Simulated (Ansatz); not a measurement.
**CH3FOSW: single points with varied inputs**

How do the results and run time of CH3FOSW respond when the settings are drawn wide?

Computed with Ansatz 0.2.0, Gaussian basis. Level: the settings change from run to run.

### Step 1. The molecule

The geometry comes from an earlier relaxation with PBE0-D4 in a triple-zeta def2 set; it is a stationary point, not always the lowest conformer. W takes a core potential in def2 sets; no spin-orbit term is included.

8 atoms, charge 0, spin multiplicity 1.

Atoms are counted from 1 here; the program's logs count them from 0.

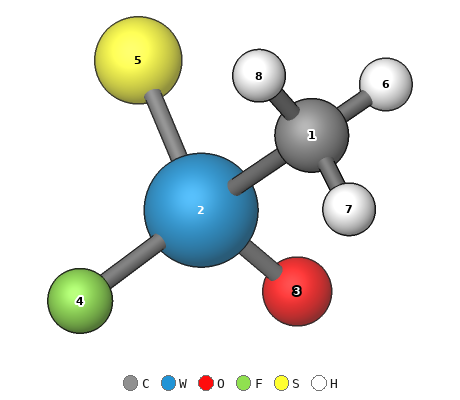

The structure; carbon grey, tungsten blue, oxygen red, fluorine green, sulfur yellow, hydrogen white; atoms are numbered from 1 in the order of the file.

### Step 2. PBE-QIDH/def2-TZVPP

This run has relativity set to scalar, high accuracy.

Contents of in.yaml:

```yaml
crystal:
  periodic: [false, false, false]
  atoms:
    - {symbol: C, position_ang: [-0.919453, -0.218686, 0.574938]}
    - {symbol: W, position_ang: [0.827277, 0.106150, -0.532372]}
    - {symbol: O, position_ang: [2.039184, -0.594582, 0.417061]}
    - {symbol: F, position_ang: [0.666193, -0.646852, -2.219523]}
    - {symbol: S, position_ang: [1.070347, 2.217614, -0.541381]}
    - {symbol: H, position_ang: [-0.834847, 0.180790, 1.587074]}
    - {symbol: H, position_ang: [-1.080366, -1.301156, 0.638083]}
    - {symbol: H, position_ang: [-1.768334, 0.256712, 0.076111]}
basis:
  gaussian: {orbitals: def2-TZVPP}
hamiltonian: {xc: {name: PBE-QIDH}, pseudopotentials: {relativity: scalar}}
accuracy: high
```

Started as:

```sh
$ ansatz run in.yaml --threads 2 --pin off --events-out ev --progress --plain --max-ram 20480MiB --backend cpu
```

Standard output:

```text
Functional definition: PBE-QIDH
  name "PBE-QIDH"
  cite "Brémond, Sancho-García, Pérez-Jiménez & Adamo, J. Chem. Phys. 141, 031101 (2014) doi:10.1063/1.4890314"
  cite "Perdew, Burke & Ernzerhof, Phys. Rev. Lett. 77, 3865 (1996) doi:10.1103/PhysRevLett.77.3865"
  parameter a = 3^(-1/3)
  parameter c = 1/3
  exchange = (1 - a)*pbe_x + a*exact_x
  correlation = (1 - c)*pbe_c + c*(mp2_os + mp2_ss)
3975 factors; integrals over basis functions are off by at most 4.1e-8 eV
mean field evaluation 1: about -18508.5677 eV, gradient 7.4e1 eV
mean field evaluation 2: about -18508.7552 eV, gradient 7.4e1 eV
mean field evaluation 4: about -18518.3225 eV, gradient 1.8e1 eV
mean field evaluation 8: about -18518.9179 eV, gradient 1.7e0 eV
mean field evaluation 16: about -18518.9252 eV, gradient 5.7e-3 eV
mean field evaluation 32: about -18518.9252 eV, gradient 1.6e-7 eV
mean field -18518.92520003 eV, -680.5579485226 hartree, gradient 1.4e-8 eV, S^2 0.000000; 0 other end points of the search recorded, 0 dependent functions left out
8 core orbitals not correlated: weight in the atoms' cores, before any rotation towards them, 1.000 or more for the frozen orbitals, at most 0.000 for the correlated occupied ones
reference -18518.92520124 eV, -680.5579485673 hartree; 20, 20 occupied and 205, 205 virtual orbitals, 3975 factors
second order -42.16841061 eV of doubles, -0.00000000 eV of singles
Total energy: -18532.98133811 eV, -681.0745020696 hartree
Relativity: scalar
```

Wall time 36 s (2 threads, shared host); peak memory 1.6 GiB.

### Step 3. PBE-QIDH/def2-SVPD

Set apart from the defaults: multiplicity 3, coordinates scaled by 0.96.

Contents of in.yaml:

```yaml
crystal:
  periodic: [false, false, false]
  atoms:
    - {symbol: C, position_ang: [-0.882675, -0.209939, 0.551941]}
    - {symbol: W, position_ang: [0.794186, 0.101904, -0.511077]}
    - {symbol: O, position_ang: [1.957616, -0.570799, 0.400379]}
    - {symbol: F, position_ang: [0.639546, -0.620978, -2.130742]}
    - {symbol: S, position_ang: [1.027533, 2.128910, -0.519726]}
    - {symbol: H, position_ang: [-0.801453, 0.173558, 1.523591]}
    - {symbol: H, position_ang: [-1.037152, -1.249110, 0.612560]}
    - {symbol: H, position_ang: [-1.697601, 0.246443, 0.073066]}
basis:
  gaussian: {orbitals: def2-SVPD}
magnetization: {spin_polarized: true, initial_magnetization: 2}
hamiltonian: {xc: {name: PBE-QIDH}}
output: {forces: true}
```

Same command.

Standard output (excerpt; [...] marks lines left out):

```text
Functional definition: PBE-QIDH
  name "PBE-QIDH"
  cite "Brémond, Sancho-García, Pérez-Jiménez & Adamo, J. Chem. Phys. 141, 031101 (2014) doi:10.1063/1.4890314"
  cite "Perdew, Burke & Ernzerhof, Phys. Rev. Lett. 77, 3865 (1996) doi:10.1103/PhysRevLett.77.3865"
[...]
1446 factors; integrals over basis functions are off by at most 1.2e-3 eV
[...]
mean field -18473.99493499 eV, -678.9067917372 hartree, gradient 9.1e-6 eV, S^2 2.017052; 6 other end points of the search recorded, 0 dependent functions left out
8 core orbitals not correlated: weight in the atoms' cores, before any rotation towards them, 1.000 or more for the frozen orbitals, at most 0.000 for the correlated occupied ones
reference -18473.99495342 eV, -678.9067924145 hartree; 21, 19 occupied and 123, 125 virtual orbitals, 1446 factors
second order -31.89283922 eV of doubles, -0.00000000 eV of singles
[...]
Total energy: -18484.62589982 eV, -679.2974724891 hartree
Atom 0 at    -0.882675    -0.209939     0.551941 Å, force     0.228777    -0.209087     0.259087 eV/Å
Atom 1 at     0.794186     0.101904    -0.511077 Å, force    -2.434294    -4.608573    -1.001617 eV/Å
Atom 2 at     1.957616    -0.570799     0.400379 Å, force     4.227040    -2.177771     3.971145 eV/Å
Atom 3 at     0.639546    -0.620978    -2.130742 Å, force    -0.859809    -1.687732    -4.457100 eV/Å
Atom 4 at     1.027533     2.128910    -0.519726 Å, force     0.980145     8.907037     0.098986 eV/Å
Atom 5 at    -0.801453     0.173558     1.523591 Å, force    -0.058442     0.753270     1.844699 eV/Å
Atom 6 at    -1.037152    -1.249110     0.612560 Å, force    -0.554254    -1.774894     0.164207 eV/Å
Atom 7 at    -1.697601     0.246443     0.073066 Å, force    -1.529163     0.797750    -0.879408 eV/Å
Dipole moment:    -0.269524     0.145860     0.032378 e Å
```

Run time: 61 s. Hardware: 2 threads, shared host; peak memory 0.95 GiB.

Largest force 8.961 eV/Å, dipole 1.48 D, ⟨S²⟩ 2.017.

### Step 4. CAM-B3LYP/def2-TZVPD

This run has charge +1, multiplicity 2, a point charge of 1.00 e beside it, D4 dispersion.

Contents of in.yaml:

```yaml
crystal:
  periodic: [false, false, false]
  atoms:
    - {symbol: C, position_ang: [-0.919453, -0.218686, 0.574938]}
    - {symbol: W, position_ang: [0.827277, 0.106150, -0.532372]}
    - {symbol: O, position_ang: [2.039184, -0.594582, 0.417061]}
    - {symbol: F, position_ang: [0.666193, -0.646852, -2.219523]}
    - {symbol: S, position_ang: [1.070347, 2.217614, -0.541381]}
    - {symbol: H, position_ang: [-0.834847, 0.180790, 1.587074]}
    - {symbol: H, position_ang: [-1.080366, -1.301156, 0.638083]}
    - {symbol: H, position_ang: [-1.768334, 0.256712, 0.076111]}
basis:
  gaussian: {orbitals: def2-TZVPD, point_charges: [{charge: 1.00, position_ang: [6.740, 0.923, -0.598]}]}
total_charge: 1
magnetization: {spin_polarized: true, initial_magnetization: 1}
hamiltonian: {xc: {name: CAM-B3LYP}, dispersion: d4}
```

Same command.

Standard output (excerpt; [...] marks lines left out):

```text
Functional definition: CAM-B3LYP
  name "CAM-B3LYP"
  cite "Yanai, Tew & Handy, Chem. Phys. Lett. 393, 51 (2004) doi:10.1016/j.cplett.2004.06.011"
  cite "Iikura, Tsuneda, Yanai & Hirao, J. Chem. Phys. 115, 3540 (2001) doi:10.1063/1.1383587"
  cite "Becke, Phys. Rev. A 38, 3098 (1988) doi:10.1103/PhysRevA.38.3098"
  cite "Lee, Yang & Parr, Phys. Rev. B 37, 785 (1988) doi:10.1103/PhysRevB.37.785"
  cite "Vosko, Wilk & Nusair, Can. J. Phys. 58, 1200 (1980) doi:10.1139/p80-159"
[...]
  # Exact exchange under (alpha + beta erf(omega r))/r, Becke's under what is left of 1/r.
[...]
1397 factors; their error is unknown
457 factors; integrals over basis functions are off by at most 2.5e-5 eV
[...]
mean field -18503.17936344 eV, -679.9792997010 hartree, gradient 2.5e-5 eV, S^2 0.766804; 2 other end points of the search recorded, 0 dependent functions left out
reference -18503.17950782 eV, -679.9793050067 hartree; 28, 27 occupied and 205, 206 virtual orbitals, 1397 factors
Total energy: -18503.34585860 eV, -679.9854182854 hartree
```

Run time: 51 s. Hardware: 2 threads, shared host; peak memory 1.4 GiB.

⟨S²⟩ 0.767.

### Step 5. r2SCAN50/ANO-RCC-VTZP

This run has unrestricted orbitals, D4 dispersion.

Edit in.yaml of step 4 so:

```diff
@@ -12,5 +12,4 @@
 basis:
-  gaussian: {orbitals: def2-TZVPD, point_charges: [{charge: 1.00, position_ang: [6.740, 0.923, -0.598]}]}
-total_charge: 1
-magnetization: {spin_polarized: true, initial_magnetization: 1}
-hamiltonian: {xc: {name: CAM-B3LYP}, dispersion: d4}
+  gaussian: {orbitals: ANO-RCC-VTZP}
+magnetization: {spin_polarized: true, initial_magnetization: 0}
+hamiltonian: {xc: {name: r2SCAN50}, dispersion: d4}
```

Same command.

Standard output (excerpt; [...] marks lines left out):

```text
Functional definition: r2SCAN50
  name "r2SCAN50"
  cite "Bursch, Neugebauer, Ehlert & Grimme, J. Chem. Phys. 156, 134105 (2022) doi:10.1063/5.0086040"
  cite "Furness, Kaplan, Ning, Perdew & Sun, J. Phys. Chem. Lett. 11, 8208 (2020) doi:10.1021/acs.jpclett.0c02405"
  cite "Furness, Kaplan, Ning, Perdew & Sun, J. Phys. Chem. Lett. 11, 9248 (2020) doi:10.1021/acs.jpclett.0c03077"
  parent r2scan
[...]
2727 factors; their error is unknown
[...]
mean field -456050.18809087 eV, -16759.5352904194 hartree, gradient 4.7e-5 eV, S^2 0.000000; 1 other end points of the search recorded, 0 dependent functions left out
reference -456050.18810862 eV, -16759.5352910717 hartree; 58, 58 occupied and 212, 212 virtual orbitals, 2727 factors
Total energy: -456050.25528969 eV, -16759.5377599304 hartree
Relativity: scalar
```

Wall time 2 min (2 threads, shared host); peak memory 2.3 GiB.

⟨S²⟩ 0.000.

### Step 6. wB97X/def2-mTZVPP

Options: a grid of angular degree 11, finite nuclei.

Edit in.yaml of step 5 so:

```diff
@@ -12,4 +12,4 @@
 basis:
-  gaussian: {orbitals: ANO-RCC-VTZP}
-magnetization: {spin_polarized: true, initial_magnetization: 0}
-hamiltonian: {xc: {name: r2SCAN50}, dispersion: d4}
+  gaussian: {orbitals: def2-mTZVPP, final_grid: {core_spheres: 5, valence_spheres: 4, degree: 11}, nuclear_model: gaussian}
+hamiltonian: {xc: {name: wB97X}}
+output: {forces: true}
```

The command is unchanged.

Standard output (excerpt; [...] marks lines left out):

```text
Functional definition: wB97X
  name "wB97X"
  cite "Chai & Head-Gordon, J. Chem. Phys. 128, 084106 (2008) doi:10.1063/1.2834918"
  cite "Becke, J. Chem. Phys. 107, 8554 (1997) doi:10.1063/1.475007"
[...]
  # The coefficients of nought are those of the uniform gas.
[...]
      + exact_x_lr(omega)
[...]
      + integral(e_c_pw_opposite_spin*poly(b97_u_opposite, 1, cos1, cos2, cos3, cos4))
1274 factors; their error is unknown
342 factors; integrals over basis functions are off by at most 1.0e-5 eV
[...]
mean field -18515.83624865 eV, -680.4444316534 hartree, gradient 6.5e-5 eV, S^2 0.000000; 0 other end points of the search recorded, 0 dependent functions left out
[...]
reference -18515.83622263 eV, -680.4444306971 hartree; 28, 28 occupied and 117, 117 virtual orbitals, 1274 factors
Total energy: -18515.83622263 eV, -680.4444306971 hartree
Atom 0 at    -0.919453    -0.218686     0.574938 Å, force    -0.295426    -0.059639     0.120551 eV/Å
Atom 1 at     0.827277     0.106150    -0.532372 Å, force     0.267134     0.030100     0.209495 eV/Å
Atom 2 at     2.039184    -0.594582     0.417061 Å, force     0.114931    -0.017172    -0.005918 eV/Å
Atom 3 at     0.666193    -0.646852    -2.219523 Å, force    -0.082569    -0.144442    -0.289401 eV/Å
Atom 4 at     1.070347     2.217614    -0.541381 Å, force     0.005516     0.180553    -0.009647 eV/Å
Atom 5 at    -0.834847     0.180790     1.587074 Å, force    -0.013227    -0.022633    -0.014160 eV/Å
Atom 6 at    -1.080366    -1.301156     0.638083 Å, force    -0.025268     0.038237     0.004089 eV/Å
Atom 7 at    -1.768334     0.256712     0.076111 Å, force     0.028909    -0.005003    -0.015008 eV/Å
Dipole moment:    -0.501703    -0.194237     0.055352 e Å
```

Wall time 5.5 s (2 threads, shared host).

Largest force 0.341 eV/Å, dipole 2.60 D.

### Step 7. r2SCAN50/def2-mTZVPP

Options: multiplicity 3, restricted open-shell orbitals, atoms shaken by 0.15 Å, D3(BJ) with three-body dispersion, the search for lower states set to full.

Contents of in.yaml:

```yaml
crystal:
  periodic: [false, false, false]
  atoms:
    - {symbol: C, position_ang: [-0.818981, -0.398938, 0.598601]}
    - {symbol: W, position_ang: [0.735087, 0.061245, -0.604042]}
    - {symbol: O, position_ang: [1.913283, -0.727481, 0.299792]}
    - {symbol: F, position_ang: [0.701765, -0.620578, -2.012234]}
    - {symbol: S, position_ang: [1.014522, 2.189266, -0.236731]}
    - {symbol: H, position_ang: [-1.124315, 0.185553, 1.506651]}
    - {symbol: H, position_ang: [-1.119262, -1.163874, 0.778249]}
    - {symbol: H, position_ang: [-1.674887, 0.292377, 0.139839]}
basis:
  gaussian: {orbitals: def2-mTZVPP}
magnetization: {spin_polarized: false, initial_magnetization: 2}
hamiltonian: {xc: {name: r2SCAN50}, dispersion: d3bjatm}
scf: {lower_state_search: full}
```

The command is unchanged.

Standard output (excerpt; [...] marks lines left out):

```text
Functional definition: r2SCAN50
  name "r2SCAN50"
  cite "Bursch, Neugebauer, Ehlert & Grimme, J. Chem. Phys. 156, 134105 (2022) doi:10.1063/5.0086040"
  cite "Furness, Kaplan, Ning, Perdew & Sun, J. Phys. Chem. Lett. 11, 8208 (2020) doi:10.1021/acs.jpclett.0c02405"
  cite "Furness, Kaplan, Ning, Perdew & Sun, J. Phys. Chem. Lett. 11, 9248 (2020) doi:10.1021/acs.jpclett.0c03077"
  parent r2scan
[...]
1519 factors; their error is unknown
[...]
mean field -18501.41635275 eV, -679.9145102530 hartree, gradient 1.3e-5 eV, S^2 2.000000; 12 other end points of the search recorded, 0 dependent functions left out
reference -18501.41636037 eV, -679.9145105332 hartree; 29, 27 occupied and 116, 118 virtual orbitals, 1519 factors
Total energy: -18501.49707343 eV, -679.9174766834 hartree
```

It took 3.5 min on 2 threads, shared host; peak memory 0.87 GiB.

### Step 8. HSE06/def2-mTZVPP

Options: multiplicity 3, restricted open-shell orbitals, coordinates scaled by 0.92, relativity set to scalar.

Contents of in.yaml:

```yaml
crystal:
  periodic: [false, false, false]
  atoms:
    - {symbol: C, position_ang: [-0.845897, -0.201191, 0.528943]}
    - {symbol: W, position_ang: [0.761095, 0.097658, -0.489783]}
    - {symbol: O, position_ang: [1.876049, -0.547016, 0.383696]}
    - {symbol: F, position_ang: [0.612898, -0.595104, -2.041961]}
    - {symbol: S, position_ang: [0.984719, 2.040205, -0.498071]}
    - {symbol: H, position_ang: [-0.768059, 0.166327, 1.460108]}
    - {symbol: H, position_ang: [-0.993937, -1.197063, 0.587036]}
    - {symbol: H, position_ang: [-1.626868, 0.236175, 0.070022]}
basis:
  gaussian: {orbitals: def2-mTZVPP}
magnetization: {spin_polarized: false, initial_magnetization: 2}
hamiltonian: {xc: {name: HSE06}, pseudopotentials: {relativity: scalar}}
```

The command is unchanged.

Standard output (excerpt; [...] marks lines left out):

```text
Functional definition: HSE06
  name "HSE06"
  cite "Heyd, Scuseria & Ernzerhof, J. Chem. Phys. 118, 8207 (2003) doi:10.1063/1.1564060"
  cite "Krukau, Vydrov, Izmaylov & Scuseria, J. Chem. Phys. 125, 224106 (2006) doi:10.1063/1.2404663"
  cite "Heyd & Scuseria, J. Chem. Phys. 120, 7274 (2004) doi:10.1063/1.1668634"
  cite "Ernzerhof & Perdew, J. Chem. Phys. 109, 3313 (1998) doi:10.1063/1.476928"
  cite "Perdew, Burke & Ernzerhof, Phys. Rev. Lett. 77, 3865 (1996) doi:10.1103/PhysRevLett.77.3865"
  parent pbe
[...]
  # The whole range is PBE's own exchange, as in plane waves. The composition of these papers is wPBEh.
[...]
1319 factors; their error is unknown
104 factors; integrals over basis functions are off by at most 2.5e-7 eV
[...]
mean field -18529.88609615 eV, -680.9607540258 hartree, gradient 1.5e-5 eV, S^2 2.000000; 6 other end points of the search recorded, 0 dependent functions left out
reference -18529.88613349 eV, -680.9607553978 hartree; 29, 27 occupied and 116, 118 virtual orbitals, 1319 factors
Total energy: -18529.88613349 eV, -680.9607553978 hartree
Relativity: scalar
```

Run time: 26 s. Hardware: 2 threads, shared host; peak memory 0.66 GiB.

### Step 9. revPBE/def2-SVPD

Set apart from the defaults: relativity set to scalar.

Contents of in.yaml:

```yaml
crystal:
  periodic: [false, false, false]
  atoms:
    - {symbol: C, position_ang: [-0.919453, -0.218686, 0.574938]}
    - {symbol: W, position_ang: [0.827277, 0.106150, -0.532372]}
    - {symbol: O, position_ang: [2.039184, -0.594582, 0.417061]}
    - {symbol: F, position_ang: [0.666193, -0.646852, -2.219523]}
    - {symbol: S, position_ang: [1.070347, 2.217614, -0.541381]}
    - {symbol: H, position_ang: [-0.834847, 0.180790, 1.587074]}
    - {symbol: H, position_ang: [-1.080366, -1.301156, 0.638083]}
    - {symbol: H, position_ang: [-1.768334, 0.256712, 0.076111]}
basis:
  gaussian: {orbitals: def2-SVPD}
hamiltonian: {xc: {name: revPBE}, pseudopotentials: {relativity: scalar}}
output: {forces: true}
```

Same command.

Standard output (excerpt; [...] marks lines left out):

```text
Functional definition: revPBE
  name "revPBE"
  cite "Zhang & Yang, Phys. Rev. Lett. 80, 890 (1998) doi:10.1103/PhysRevLett.80.890"
  cite "Perdew, Burke & Ernzerhof, Phys. Rev. Lett. 77, 3865 (1996) doi:10.1103/PhysRevLett.77.3865"
[...]
1317 factors; their error is unknown
[...]
mean field -18536.57491314 eV, -681.2065635162 hartree, gradient 1.5e-5 eV, S^2 0.000000; 0 other end points of the search recorded, 0 dependent functions left out
[...]
reference -18536.57498288 eV, -681.2065660789 hartree; 28, 28 occupied and 124, 124 virtual orbitals, 1317 factors
Total energy: -18536.57498288 eV, -681.2065660789 hartree
Relativity: scalar
Atom 0 at    -0.919453    -0.218686     0.574938 Å, force     0.182991     0.042722    -0.075390 eV/Å
Atom 1 at     0.827277     0.106150    -0.532372 Å, force    -1.072878     0.109730    -0.136202 eV/Å
Atom 2 at     2.039184    -0.594582     0.417061 Å, force     1.292894    -0.664872     0.997006 eV/Å
Atom 3 at     0.666193    -0.646852    -2.219523 Å, force    -0.071464    -0.492091    -1.136889 eV/Å
Atom 4 at     1.070347     2.217614    -0.541381 Å, force     0.178548     1.095939     0.024173 eV/Å
Atom 5 at    -0.834847     0.180790     1.587074 Å, force     0.002746     0.188320     0.519509 eV/Å
Atom 6 at    -1.080366    -1.301156     0.638083 Å, force    -0.088398    -0.512056     0.041882 eV/Å
Atom 7 at    -1.768334     0.256712     0.076111 Å, force    -0.424439     0.232308    -0.234090 eV/Å
Dipole moment:    -0.500164    -0.191225     0.069348 e Å
```

Run time: 4.4 s. Hardware: 2 threads, shared host.

Largest force 1.763 eV/Å, dipole 2.59 D.

### Step 10. PBE0/ANO-RCC-VTZP

Set apart from the defaults: the search for lower states set to full.

Edit in.yaml of step 9 so:

```diff
@@ -12,4 +12,5 @@
 basis:
-  gaussian: {orbitals: def2-SVPD}
-hamiltonian: {xc: {name: revPBE}, pseudopotentials: {relativity: scalar}}
+  gaussian: {orbitals: ANO-RCC-VTZP}
+hamiltonian: {xc: {name: PBE0}}
+scf: {lower_state_search: full}
 output: {forces: true}
```

Same command.

Standard output (excerpt; [...] marks lines left out):

```text
Functional definition: PBE0
  name "PBE0"
  cite "Adamo & Barone, J. Chem. Phys. 110, 6158 (1999) doi:10.1063/1.478522"
  cite "Perdew, Burke & Ernzerhof, Phys. Rev. Lett. 77, 3865 (1996) doi:10.1103/PhysRevLett.77.3865"
  parent pbe
[...]
1947 factors; integrals over basis functions are off by at most 1.3e-3 eV
[...]
mean field -456051.76916525 eV, -16759.5933938313 hartree, gradient 1.9e-5 eV, S^2 0.000000; 3 other end points of the search recorded, 0 dependent functions left out
[...]
reference -456051.76921933 eV, -16759.5933958187 hartree; 58, 58 occupied and 212, 212 virtual orbitals, 1947 factors
Total energy: -456051.76921933 eV, -16759.5933958187 hartree
Relativity: scalar
Atom 0 at    -0.919453    -0.218686     0.574938 Å, force     0.105298     0.011708    -0.070711 eV/Å
Atom 1 at     0.827277     0.106150    -0.532372 Å, force     0.289106    -0.052433     0.103733 eV/Å
Atom 2 at     2.039184    -0.594582     0.417061 Å, force    -0.421521     0.225121    -0.333287 eV/Å
Atom 3 at     0.666193    -0.646852    -2.219523 Å, force     0.029364     0.137567     0.330933 eV/Å
Atom 4 at     1.070347     2.217614    -0.541381 Å, force    -0.040321    -0.326044    -0.005264 eV/Å
Atom 5 at    -0.834847     0.180790     1.587074 Å, force     0.003028    -0.012205    -0.033095 eV/Å
Atom 6 at    -1.080366    -1.301156     0.638083 Å, force     0.006243     0.030115    -0.002319 eV/Å
Atom 7 at    -1.768334     0.256712     0.076111 Å, force     0.028802    -0.013829     0.010011 eV/Å
Dipole moment:    -0.528414    -0.149245     0.076961 e Å
```

Wall time 2.1 min (2 threads, shared host); peak memory 1.6 GiB.

Largest force 0.583 eV/Å, dipole 2.66 D.

### Step 11. The runs in one table

```csv
level,charge,multiplicity,geometry,functions,energy (eV),time
PBE-QIDH/def2-TZVPP,0,1,relaxed,233,-18532.981,36 s
PBE-QIDH/def2-SVPD,0,3,scaled,152,-18484.626,61 s
CAM-B3LYP/def2-TZVPD,1,2,"relaxed, point charge",233,-18503.346,51 s
r2SCAN50/ANO-RCC-VTZP,0,1,relaxed,270,-456050.255,2 min
wB97X/def2-mTZVPP,0,1,relaxed,145,-18515.836,5.5 s
r2SCAN50/def2-mTZVPP,0,3,shaken,145,-18501.497,3.5 min
HSE06/def2-mTZVPP,0,3,scaled,145,-18529.886,26 s
revPBE/def2-SVPD,0,1,relaxed,152,-18536.575,4.4 s
PBE0/ANO-RCC-VTZP,0,1,relaxed,270,-456051.769,2.1 min
```

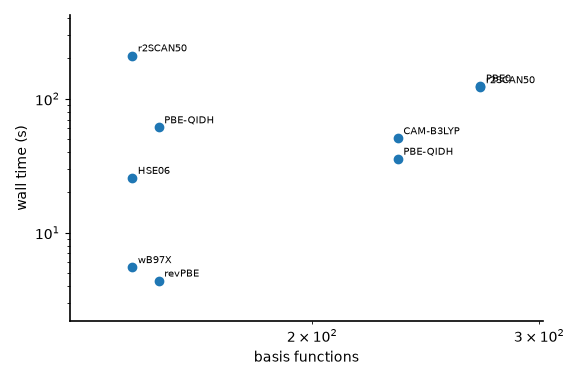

Wall time against the number of basis functions (shared host).

### Step 12. Summary of results

| quantity | value |
| --- | --- |
| runs | 9 |
| quickest | revPBE/def2-SVPD, 4.4 s |
| slowest | r2SCAN50/def2-mTZVPP, 3.5 min |
| spread of total energies, same state and geometry | 437535.9 eV |
| dipole, same state and geometry | 2.59 to 2.66 D |

In words: Run time spans a factor of 48, from revPBE/def2-SVPD to r2SCAN50/def2-mTZVPP. The jobs differ in tasks and options as well as level. Total energies at one charge and spin differ by 437536 eV between levels, so only differences within one level mean anything. Some of these runs are scalar-relativistic and others not, which shifts the totals of all-electron atoms past neon by eV; core potentials, where a basis has them, take the core out of the total altogether. At the PBE0-D4/def2-TZVP geometry and in the same state, runs without warnings or point charges leave forces up to 1.76 eV/Å (revPBE/def2-SVPD). At that geometry and state the dipole changes by 3 % between the lowest and highest value.
